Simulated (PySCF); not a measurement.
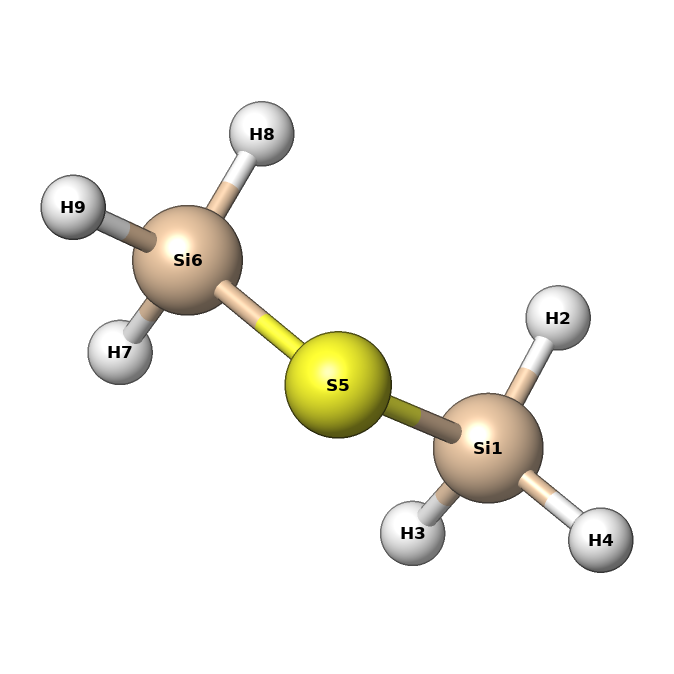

The computed structure is the end point of a PBE0-D3(BJ)/def2-SVP optimisation. No frequency run is at hand to confirm it as a minimum. Properties computed with delta-SCF UKS SCAN, pcX-2 on the ionised atom (unc-x2c-TZVPall on a metal), pcseg-1 elsewhere, spin-free X2C (PySCF 2.14.0).

Give the core-electron binding energies (to vacuum; p and d levels without spin–orbit splitting) of Si1 1s, Si1 2p, S5 1s, S5 2p.

| atom | level | binding energy (eV) |
| --- | --- | --- |
| Si1 | 1s | 1847.2 |
| Si1 | 2p | 107.6 |
| S5 | 1s | 2476.6 |
| S5 | 2p | 169.3 |
